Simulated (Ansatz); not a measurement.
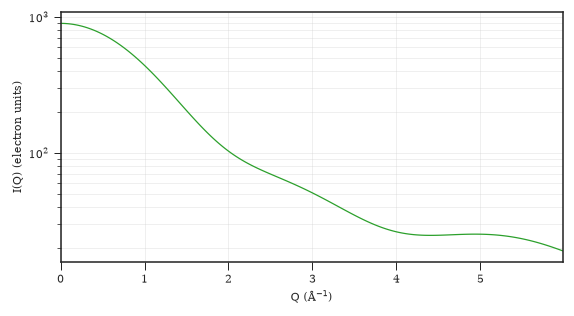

Elastic X-ray scattering of a randomly oriented, rigid molecule, calculated with the Debye equation from neutral-atom form factors (independent atoms, no Compton part, no vibration). The geometry is the end point of an optimisation (RKS PBE/def2-SVP (Ansatz 0.2.0)); it may be a saddle point or a higher isomer. It contains O, C, N, H.

> How many electrons does the independent-atom model of the molecule hold?

I(0) is the square of the electron number: I(0) = 900, so about 30 electrons, the count of C2H3NO.

> What radius of gyration does the initial fall-off give?

From I(Q) ≈ I(0) exp(−Q²R²/3) at small Q, R ≈ 1.49 Å. It is larger than the electron-weighted radius of the nuclear positions alone (1.29 Å), because each atom's electron cloud adds to it.
